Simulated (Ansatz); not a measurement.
# C₂H₄F₂O₂Si: up Jacob's ladder to CCSD(T), part 2 of 2

Ansatz 0.2.0, Gaussian basis; functionals in def2-TZVPP, the program's frozen cores in correlated methods. Earlier steps stand in the parts before.

### 17 ωB97M-V (range-separated)

in.yaml

```yaml
crystal:
  periodic: [false, false, false]
  atoms:
    - {symbol: C, position_ang: [0.795435, -0.770262, 1.638726]}
    - {symbol: C, position_ang: [0.551371, -0.390927, 0.218275]}
    - {symbol: O, position_ang: [1.233626, -0.687448, -0.723647]}
    - {symbol: O, position_ang: [-0.565661, 0.359422, 0.064979]}
    - {symbol: Si, position_ang: [-0.951557, 0.880971, -1.461122]}
    - {symbol: F, position_ang: [-2.211889, 1.801322, -1.230470]}
    - {symbol: F, position_ang: [-1.413406, -0.334108, -2.349629]}
    - {symbol: H, position_ang: [1.702730, -1.363749, 1.712754]}
    - {symbol: H, position_ang: [0.879309, 0.131123, 2.249019]}
    - {symbol: H, position_ang: [-0.059214, -1.335689, 2.015650]}
    - {symbol: H, position_ang: [0.104559, 1.652345, -2.114035]}
basis:
  gaussian: {orbitals: def2-TZVPP}
hamiltonian: {xc: {name: wB97M-V}}
output: {forces: true, orbitals: {seedname: orbitals}}
```

Started as:

```
$ ansatz run in.yaml --threads 2 --pin off --events-out ev --progress --plain --max-ram 32768MiB --backend cuda --devices 0, --max-vram 18GiB
```

Output:

```text
Functional definition: wB97M-V
  name "wB97M-V"
  cite "Mardirossian & Head-Gordon, J. Chem. Phys. 144, 214110 (2016) doi:10.1063/1.4952647"
  cite "Becke, J. Chem. Phys. 107, 8554 (1997) doi:10.1063/1.475007"
  cite "Vydrov & Van Voorhis, J. Chem. Phys. 133, 244103 (2010) doi:10.1063/1.3521275"
  # Of w^i u^j: cxij and so on, Table III.
  parameter omega = 0.3/bohr
  parameter cx = 0.15
  parameter cx01 = 1.007
  parameter cx10 = 0.259
  parameter css00 = 0.443
  parameter css04 = -1.437
  parameter css10 = -4.535
  parameter css20 = -3.390
  parameter css43 = 4.278
  parameter cos00 = 1.000
  parameter cos10 = 1.358
  parameter cos20 = 2.924
  parameter cos21 = -8.812
  parameter cos60 = -1.390
  parameter cos61 = 9.142
  parameter b = 6.0
  parameter c = 0.01
  gx(w, u) = 1 - cx + cx01*u + cx10*w
  gss(w, u) = css00 + css04*u^4 + css10*w + css20*w^2 + css43*w^4*u^3
  gos(w, u) = cos00 + cos10*w + (cos20 + cos21*u)*w^2 + (cos60 + cos61*u)*w^6
  exchange = spin_sum(e_x_unif_sr(omega)*gx(b97_w, b97_u_x)) + cx*exact_x_sr(omega) + exact_x_lr(omega)
  correlation = spin_sum(e_c_pw_mod_same_spin*gss(b97_w, b97_u_same))
      + integral(e_c_pw_mod_opposite_spin*gos(b97_w_opposite, b97_u_opposite)) + vv10(b, c)
1501 factors; their error is unknown
322 factors; integrals over basis functions are off by at most 9.0e-6 eV
mean field evaluation 1: about -19544.2323 eV, gradient 6.9e1 eV
mean field evaluation 2: about -19544.3550 eV, gradient 7.3e1 eV
mean field evaluation 4: about -19551.7437 eV, gradient 3.5e0 eV
mean field evaluation 8: about -19551.7771 eV, gradient 5.2e-2 eV
mean field evaluation 16: about -19551.7888 eV, gradient 3.4e-4 eV
mean field -19551.78879281 eV, -718.5149854572 hartree, gradient 8.8e-5 eV, S^2 0.000000; 0 other end points of the search recorded, 0 dependent functions left out
the calculation of the forces begins
reference -19551.78884147 eV, -718.5149872455 hartree; 32, 32 occupied and 252, 252 virtual orbitals, 1501 factors
Total energy: -19551.78884147 eV, -718.5149872455 hartree
Atom 0 at     0.795435    -0.770262     1.638726 Å, force     0.033901    -0.060670     0.242247 eV/Å
Atom 1 at     0.551371    -0.390927     0.218275 Å, force     0.062475    -0.050687     0.035808 eV/Å
Atom 2 at     1.233626    -0.687448    -0.723647 Å, force     0.045392    -0.011508    -0.125450 eV/Å
Atom 3 at    -0.565661     0.359422     0.064979 Å, force    -0.139630     0.089192     0.012024 eV/Å
Atom 4 at    -0.951557     0.880971    -1.461122 Å, force     0.297218     0.158016    -0.083997 eV/Å
Atom 5 at    -2.211889     1.801322    -1.230470 Å, force    -0.125102     0.095565     0.024549 eV/Å
Atom 6 at    -1.413406    -0.334108    -2.349629 Å, force    -0.033638    -0.132348    -0.082913 eV/Å
Atom 7 at     1.702730    -1.363749     1.712754 Å, force    -0.071588     0.047457    -0.008945 eV/Å
Atom 8 at     0.879309     0.131123     2.249019 Å, force    -0.001685    -0.071535    -0.061161 eV/Å
Atom 9 at    -0.059214    -1.335689     2.015650 Å, force     0.071418     0.043926    -0.043848 eV/Å
Atom 10 at     0.104559     1.652345    -2.114035 Å, force    -0.138761    -0.107407     0.091686 eV/Å
Dipole moment:     0.143302     0.065569     0.497510 e Å
```

It took 7.5 s on 1 × H100 (card shared with other runs) with 2 threads of AMD EPYC 7R13, shared host; peak host memory 0.92 GiB.

Atomisation energy: 50.297 eV (free atoms -19501.492 eV, run apart). HOMO -11.10 eV, LUMO 1.80 eV.

### 18 B2PLYP (double hybrid)

in.yaml, as its differences from that of step 17:

```diff
@@ -16,3 +16,2 @@
   gaussian: {orbitals: def2-TZVPP}
-hamiltonian: {xc: {name: wB97M-V}}
-output: {forces: true, orbitals: {seedname: orbitals}}
+hamiltonian: {xc: {name: B2PLYP}}
```

Launched as before.

Output, cut to the lines that bear on the results:

```text
Functional definition: B2PLYP
  name "B2PLYP"
  cite "Grimme, J. Chem. Phys. 124, 034108 (2006) doi:10.1063/1.2148954"
  cite "Becke, Phys. Rev. A 38, 3098 (1988) doi:10.1103/PhysRevA.38.3098"
  cite "Lee, Yang & Parr, Phys. Rev. B 37, 785 (1988) doi:10.1103/PhysRevB.37.785"
[...]
1763 factors; integrals over basis functions are off by at most 9.5e-4 eV
[...]
mean field -19532.78788328 eV, -717.8167149113 hartree, gradient 3.0e-6 eV, S^2 0.000000; 0 other end points of the search recorded, 0 dependent functions left out
11 core orbitals not correlated: weight in the atoms' cores, before any rotation towards them, 1.000 or more for the frozen orbitals, at most 0.000 for the correlated occupied ones
reference -19532.78805185 eV, -717.8167211061 hartree; 21, 21 occupied and 252, 252 virtual orbitals, 1763 factors
second order -45.55168774 eV of doubles, -0.00000000 eV of singles
Total energy: -19545.08700754 eV, -718.2686993911 hartree
```

Run time: 3.7 s. Hardware: 1 × H100 (card shared with other runs) with 2 threads of AMD EPYC 7R13, shared host; peak host memory 1.3 GiB.

Atomisation energy: 49.686 eV (free atoms -19495.401 eV, run apart).

### 19 PBE-QIDH (double hybrid)

in.yaml, as its differences from that of step 18:

```diff
@@ -16,2 +16,2 @@
   gaussian: {orbitals: def2-TZVPP}
-hamiltonian: {xc: {name: B2PLYP}}
+hamiltonian: {xc: {name: PBE-QIDH}}
```

Same command.

Output, cut to the lines that bear on the results:

```text
Functional definition: PBE-QIDH
  name "PBE-QIDH"
  cite "Brémond, Sancho-García, Pérez-Jiménez & Adamo, J. Chem. Phys. 141, 031101 (2014) doi:10.1063/1.4890314"
  cite "Perdew, Burke & Ernzerhof, Phys. Rev. Lett. 77, 3865 (1996) doi:10.1103/PhysRevLett.77.3865"
[...]
1763 factors; integrals over basis functions are off by at most 9.5e-4 eV
[...]
mean field -19522.24085058 eV, -717.4291186088 hartree, gradient 4.9e-6 eV, S^2 0.000000; 0 other end points of the search recorded, 0 dependent functions left out
11 core orbitals not correlated: weight in the atoms' cores, before any rotation towards them, 1.000 or more for the frozen orbitals, at most 0.000 for the correlated occupied ones
reference -19522.24086219 eV, -717.4291190354 hartree; 21, 21 occupied and 252, 252 virtual orbitals, 1763 factors
second order -42.43249158 eV of doubles, -0.00000000 eV of singles
Total energy: -19536.38502605 eV, -717.9489074701 hartree
```

Run time: 4.2 s. Hardware: 1 × H100 (card shared with other runs) with 2 threads of AMD EPYC 7R13, shared host; peak host memory 1.3 GiB.

With the free atoms at this level, -19486.641 eV in sum, the atomisation energy is 49.744 eV.

### 20 Frontier levels by functional

Dipoles come from the runs that computed forces. Levels, from each run's orbital file:

| functional | HOMO (eV) | LUMO (eV) | gap (eV) | dipole (D) |
| --- | --- | --- | --- | --- |
| LDA (SPW92) | -7.16 | -1.90 | 5.26 |  |
| PBE-D4 | -6.94 | -1.61 | 5.33 | 2.39 |
| revPBE-D4 | -6.86 | -1.50 | 5.35 |  |
| BLYP-D4 | -6.86 | -1.51 | 5.35 |  |
| r2SCAN-D4 | -7.30 | -1.34 | 5.96 | 2.49 |
| B97M-V | -7.44 | -1.21 | 6.23 |  |
| PBE0-D4 | -8.66 | -0.48 | 8.18 |  |
| B3LYP-D4 | -8.40 | -0.77 | 7.63 | 2.50 |
| r2SCANh-D4 | -7.95 | -0.93 | 7.02 |  |
| r2SCAN0-D4 | -8.92 | -0.31 | 8.61 |  |
| HSE06-D4 | -8.25 | -0.86 | 7.38 |  |
| BHLYP-D4 | -10.33 | 0.76 | 11.09 |  |
| CAM-B3LYP-D4 | -10.17 | 0.71 | 10.88 |  |
| LC-ωPBE | -11.49 | 1.97 | 13.46 |  |
| ωB97X-V | -11.15 | 1.91 | 13.06 |  |
| ωB97M-V | -11.10 | 1.80 | 12.90 | 2.51 |

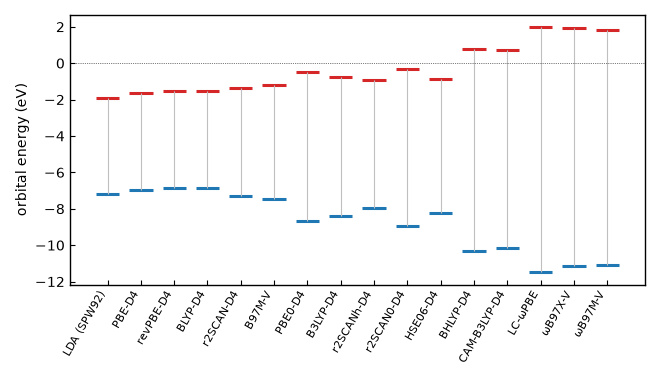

Highest occupied (blue) and lowest empty (red) level by functional.

### 21 CCSD(T) in def2-SVP

in.yaml, as its differences from that of step 19:

```diff
@@ -15,3 +15,3 @@
 basis:
-  gaussian: {orbitals: def2-TZVPP}
-hamiltonian: {xc: {name: PBE-QIDH}}
+  gaussian: {orbitals: def2-SVP}
+correlation: {method: ccsd_t}
```

The command is unchanged.

Output, cut to the lines that bear on the results:

```text
Functional definition: HF
  name "HF"
  cite "Fock, Z. Phys. 61, 126 (1930) doi:10.1007/BF01340294"
  parent pbe
[...]
1176 factors; integrals over basis functions are off by at most 1.2e-3 eV
[...]
mean field -19466.21392307 eV, -715.3701669991 hartree, gradient 3.4e-6 eV, S^2 0.000000; 0 other end points of the search recorded, 0 dependent functions left out
11 core orbitals not correlated: weight in the atoms' cores, before any rotation towards them, 1.000 or more for the frozen orbitals, at most 0.000 for the correlated occupied ones
reference -19466.21392307 eV, -715.3701669991 hartree; 21, 21 occupied and 90, 90 virtual orbitals, 1176 factors
second order -29.53160911 eV of doubles, -0.00000000 eV of singles
cycle   1  -29.54287422 eV  change   -1.1e-2 eV  update   1.3e-1
[...]
cycle   9  -30.42315531 eV  change   -2.5e-5 eV  update   2.4e-5
perturbative correction -0.73793918 eV, -0.0271187646 hartree
Total energy: -19497.37501755 eV, -716.5153160996 hartree
```

Run time: 4.7 s. Hardware: 1 × H100 (card shared with other runs) with 2 threads of AMD EPYC 7R13, shared host; peak host memory 0.78 GiB.

### 22 CCSD(T) in def2-TZVPP

in.yaml, as its differences from that of step 21:

```diff
@@ -15,3 +15,4 @@
 basis:
-  gaussian: {orbitals: def2-SVP}
+  gaussian: {orbitals: def2-TZVPP}
 correlation: {method: ccsd_t}
+output: {orbitals: {seedname: orbitals}}
```

Launched as before.

Output, cut to the lines that bear on the results:

```text
Functional definition: HF
  name "HF"
  cite "Fock, Z. Phys. 61, 126 (1930) doi:10.1007/BF01340294"
  parent pbe
[...]
1763 factors; integrals over basis functions are off by at most 9.5e-4 eV
[...]
mean field -19483.96067473 eV, -716.0223480935 hartree, gradient 7.3e-6 eV, S^2 0.000000; 0 other end points of the search recorded, 0 dependent functions left out
11 core orbitals not correlated: weight in the atoms' cores, before any rotation towards them, 1.000 or more for the frozen orbitals, at most 0.000 for the correlated occupied ones
reference -19483.96067473 eV, -716.0223480935 hartree; 21, 21 occupied and 252, 252 virtual orbitals, 1763 factors
second order -37.94489093 eV of doubles, -0.00000000 eV of singles
cycle   1  -37.45576396 eV  change    4.9e-1 eV  update   1.4e-1
[...]
cycle  10  -38.49197988 eV  change   -2.2e-5 eV  update   1.2e-5
perturbative correction -1.39355703 eV, -0.0512122761 hartree
Total energy: -19523.84621164 eV, -717.4881145394 hartree
```

Run time: 7 s. Hardware: 1 × H100 (card shared with other runs) with 2 threads of AMD EPYC 7R13, shared host; peak host memory 0.84 GiB.

### 23 MP2 in def2-QZVPP

in.yaml, as its differences from that of step 22:

```diff
@@ -15,4 +15,3 @@
 basis:
-  gaussian: {orbitals: def2-TZVPP}
-correlation: {method: ccsd_t}
-output: {orbitals: {seedname: orbitals}}
+  gaussian: {orbitals: "def2-QZVPP.json"}
+correlation: {method: mp2}
```

Same command.

Output, cut to the lines that bear on the results:

```text
Functional definition: HF
  name "HF"
  cite "Fock, Z. Phys. 61, 126 (1930) doi:10.1007/BF01340294"
  parent pbe
[...]
3258 factors; integrals over basis functions are off by at most 7.9e-4 eV
[...]
mean field -19484.77968486 eV, -716.0524461607 hartree, gradient 1.3e-6 eV, S^2 0.000000; 0 other end points of the search recorded, 0 dependent functions left out
11 core orbitals not correlated: weight in the atoms' cores, before any rotation towards them, 1.000 or more for the frozen orbitals, at most 0.000 for the correlated occupied ones
reference -19484.77968486 eV, -716.0524461607 hartree; 21, 21 occupied and 500, 500 virtual orbitals, 3258 factors
second order -41.12875827 eV of doubles, -0.00000000 eV of singles
Total energy: -19525.90844314 eV, -717.5639001491 hartree
```

It took 6 s on 1 × H100 (card shared with other runs) with 2 threads of AMD EPYC 7R13, shared host; peak host memory 1.1 GiB.

The pieces so far (eV):

| basis | HF | MP2 correlation | CCSD correlation | (T) | total |
| --- | --- | --- | --- | --- | --- |
| def2-SVP | -19466.2139 | -29.5316 | -30.4232 | -0.7379 | -19497.3750 |
| def2-TZVPP | -19483.9607 | -37.9449 | -38.4920 | -1.3936 | -19523.8462 |
| def2-QZVPP | -19484.7797 | -41.1288 |  |  | -19525.9084 (MP2) |

The report of the def2-TZVPP run gives T1 = 0.0137.

### 24 The basis-set limit

This step is arithmetic on the last runs, with X = 3 and 4: exp(−7.88√X) for Hartree-Fock, X^−2.97 for correlation; only MP2 was run in the larger set, so CCSD(T) minus MP2 is added from the smaller one.

| level | energy at the limit (eV) |
| --- | --- |
| HF | -19484.8925 |
| MP2 | -19528.3797 |
| CCSD | -19528.9268 |
| CCSD(T) | -19530.3203 |

### 25 RPA on PBE orbitals

in.yaml, as its differences from that of step 23:

```diff
@@ -15,3 +15,4 @@
 basis:
-  gaussian: {orbitals: "def2-QZVPP.json"}
-correlation: {method: mp2}
+  gaussian: {orbitals: def2-TZVPP}
+hamiltonian: {xc: pbe}
+correlation: {method: rpa}
```

Same command.

Output, cut to the lines that bear on the results:

```text
Functional definition: PBE
  name "PBE"
  cite "Perdew, Burke & Ernzerhof, Phys. Rev. Lett. 77, 3865 (1996) doi:10.1103/PhysRevLett.77.3865"
  parent pbe
[...]
1763 factors; integrals over basis functions are off by at most 9.5e-4 eV
[...]
mean field -19539.11280981 eV, -718.0491516743 hartree, gradient 1.6e-6 eV, S^2 0.000000; 0 other end points of the search recorded, 0 dependent functions left out
11 core orbitals not correlated: weight in the atoms' cores, before any rotation towards them, 1.000 or more for the frozen orbitals, at most 0.000 for the correlated occupied ones
reference -19481.48406663 eV, -715.9313344244 hartree; 21, 21 occupied and 252, 252 virtual orbitals, 1763 factors
Total energy: -19539.96353413 eV, -718.0804152163 hartree
```

Run time: 7.5 s. Hardware: 1 × H100 (card shared with other runs) with 2 threads of AMD EPYC 7R13, shared host; peak host memory 1.3 GiB.

RPA correlation: -58.479 eV. No RPA run of the hydrogen atom was made, so RPA has no atomisation energy below.

### 26 The ladder

Free atoms (2 C, 2 O, 1 Si, 2 F, 4 H) were run apart at each level; the atomisation energy is their sum less the molecule, without zero-point or spin-orbit terms.

Differences are taken before rounding.

| method | rung | atoms, summed (eV) | atomisation energy (eV) | from CCSD(T)/CBS (eV) | time |
| --- | --- | --- | --- | --- | --- |
| LDA (SPW92) | LDA | -19382.714 | 58.191 | +7.902 | 6.5 s |
| PBE-D4 | GGA | -19488.003 | 51.348 | +1.059 | 7.5 s |
| revPBE-D4 | GGA | -19500.637 | 49.795 | -0.494 | 6.5 s |
| BLYP-D4 | GGA | -19503.836 | 50.184 | -0.105 | 5.5 s |
| r2SCAN-D4 | meta-GGA | -19499.117 | 50.391 | +0.102 | 7.5 s |
| B97M-V | meta-GGA | -19500.168 | 50.205 | -0.085 | 6.5 s |
| PBE0-D4 | hybrid | -19490.262 | 49.964 | -0.325 | 3.5 s |
| B3LYP-D4 | hybrid | -19506.550 | 49.895 | -0.394 | 4 s |
| r2SCANh-D4 | hybrid | -19498.920 | 49.884 | -0.405 | 3.5 s |
| r2SCAN0-D4 | hybrid | -19498.644 | 49.155 | -1.135 | 4.4 s |
| HSE06-D4 | hybrid | -19489.518 | 50.005 | -0.285 | 5.5 s |
| BHLYP-D4 | hybrid | -19502.679 | 47.980 | -2.309 | 5.5 s |
| CAM-B3LYP-D4 | range-separated | -19502.030 | 50.393 | +0.104 | 5.5 s |
| LC-ωPBE | range-separated | -19496.051 | 50.144 | -0.145 | 6 s |
| ωB97X-V | range-separated | -19500.163 | 50.261 | -0.028 | 5 s |
| ωB97M-V | range-separated | -19501.492 | 50.297 | +0.008 | 7.5 s |
| B2PLYP | double hybrid | -19495.401 | 49.686 | -0.604 | 3.7 s |
| PBE-QIDH | double hybrid | -19486.641 | 49.744 | -0.545 | 4.2 s |
| HF/def2-TZVPP | wavefunction | -19447.702 | 36.258 | -14.031 |  |
| MP2/def2-TZVPP | wavefunction | -19471.299 | 50.606 | +0.317 |  |
| CCSD/def2-TZVPP | wavefunction | -19474.468 | 47.985 | -2.304 |  |
| CCSD(T)/def2-SVP | wavefunction | -19450.368 | 47.007 | -3.283 | 4.7 s |
| CCSD(T)/def2-TZVPP | wavefunction | -19474.988 | 48.858 | -1.431 | 7 s |
| MP2/CBS | wavefunction | -19476.343 | 52.037 | +1.748 |  |
| CCSD(T)/CBS | wavefunction | -19480.031 | 50.289 | 0 | 13 s |

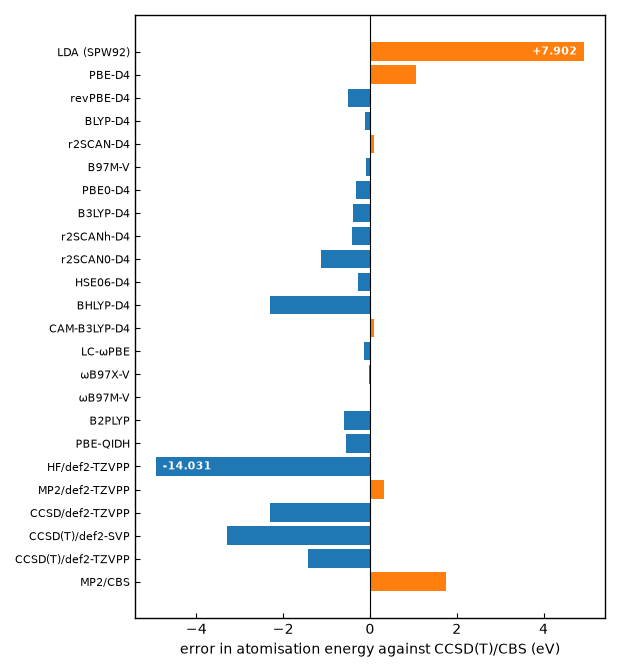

How far each level lands from CCSD(T)/CBS. Bars with a number in them are cut short.

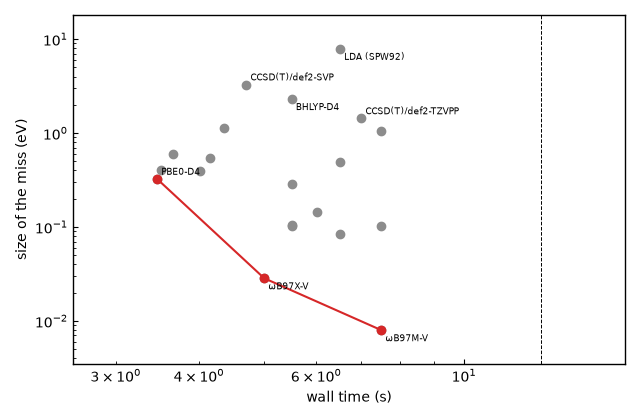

Miss against cost. Red marks the levels that no quicker level drawn beats (of those quicker than the yardstick), and the dashed line is the time of CCSD(T)/CBS. Only those levels and the largest misses are named. Times are from a shared host. Runs this short are mostly start-up, so their order is noise.

LDA (SPW92), LC-ωPBE, B2PLYP, PBE-QIDH carry no dispersion term (for B3LYP, D4 adds 0.382 eV).

Times are those of the molecule's run; HF, MP2 and CCSD come out of the CCSD(T) runs, and the limit's time is the sum of the runs that it needs.

### 27 Summary of results

What follows sums up all 2 parts.

| quantity | value |
| --- | --- |
| atomisation energy, CCSD(T)/CBS | 50.289 eV |
| functionals within 0.251 eV (0.5 %) | BLYP-D4, r2SCAN-D4, B97M-V, CAM-B3LYP-D4, LC-ωPBE, ωB97X-V, ωB97M-V |
| farthest beyond LDA | BHLYP-D4 (-2.309 eV) |
| mean size of error, GGA | 0.553 eV |
| mean size of error, meta-GGA | 0.093 eV |
| mean size of error, hybrid | 0.809 eV |
| mean size of error, range-separated | 0.071 eV |
| mean size of error, double hybrid | 0.574 eV |
| gap, smallest and largest | 5.26 eV (LDA (SPW92)), 13.46 eV (LC-ωPBE) |
| T1 diagnostic | 0.0137 |
| triples share of the correlation energy | 3.5 % |

LDA overbinds by 7.902 eV (16 %). PBE-D4 is off by +1.059 eV. Double hybrids carry the basis error of their MP2 part in triple zeta, and no dispersion term here, so their miss is partly the set-up's. The rungs range-separated, meta-GGA miss on average by less than the doubt on the reference (0.251 eV), so they tie. The reference freezes the cores and leaves out relativity and excitations past (T), so misses under about 0.251 eV can't be ranked. Hartree-Fock recovers 72 % of the binding; the rest is correlation. CCSD(T) in def2-SVP is off by -3.283 eV, so the small basis spoils what the method gains. Orbital gaps span 5.3 to 13.5 eV; exact exchange widens them.

For cost: ωB97M-V gets within 0.008 eV in 7.5 s, where CCSD(T)/CBS took 13 s.
